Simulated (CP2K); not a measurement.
Consider azomethane at its PBE geometry (Å).

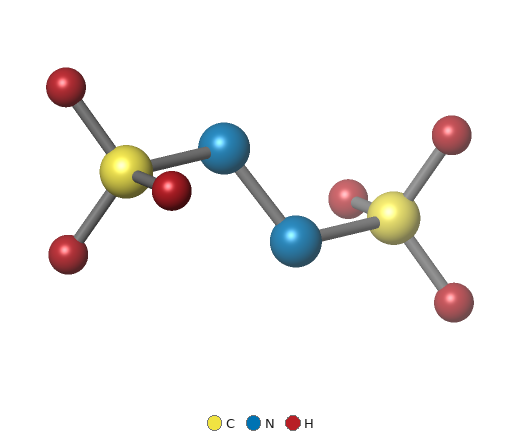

The molecule (carbon yellow, nitrogen blue, hydrogen red).

```xyz
10

C     1.7785   -0.1511   -0.2817
N     0.3251   -0.4170   -0.3287
N    -0.3251    0.4170    0.3287
C    -1.7785    0.1511    0.2817
H     1.9943    0.8417   -0.7008
H     2.2920   -0.9209   -0.8671
H     2.1349   -0.1740    0.7580
H    -2.1349    0.1740   -0.7580
H    -2.2920    0.9209    0.8671
H    -1.9943   -0.8417    0.7008
```

Method: CP2K XAS_TDP, all-electron GAPW, PBEh(45%), aug-cc-pVDZ, TDA, no relativity.

Predict the bright core excitations at the N K edge.

Leading lines: N2 394.45 eV. The leading line of an atom is its first one with 35 % of the strongest within 2.5 eV of its lowest line over the strength cut. 

The first six lines of each atom with a strength over 0.0015:

| atom | energy (eV) | states | strength, one atom |
| --- | --- | --- | --- |
| N2 (bonded to C and N), 2 alike | 394.45 | 1 | 0.0586 |
|  | 400.34 | 1 | 0.0037 |
|  | 400.82 | 1 | 0.0076 |
|  | 401.44 | 1 | 0.0098 |
|  | 402.31 | 1 | 0.0080 |
|  | 402.88 | 1 | 0.0017 |

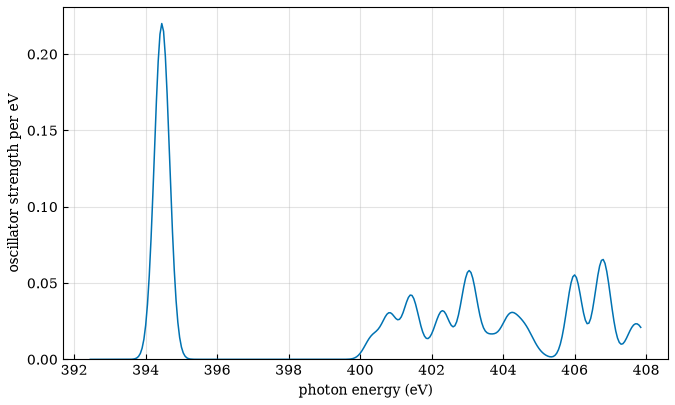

All atoms added, broadened by 0.5 eV.

Lines are vertical, at one geometry, with no vibrational structure. Without a correction of the core level, line positions, and the gaps between valence and Rydberg lines, follow the share of exact exchange. At this level such K lines come out 3 to 6 eV under measured ones. These values hold no scalar relativity, about 0.2 eV for N 1s. Rydberg lines, and the discretised continuum above threshold, depend on the basis and the box.

[Banner, clock and machine lines of the logs are left out without a mark of their own.]

[Logs are printed without paths, hosts, clocks, repeated set-up lines and the standing remarks that a program may print on its own settings, such as how far it seeks lower states.]

[Hosts, paths, dates, database ids (printed as entryN), source tags and the programs' standing remarks are cut or masked in the printed files.]
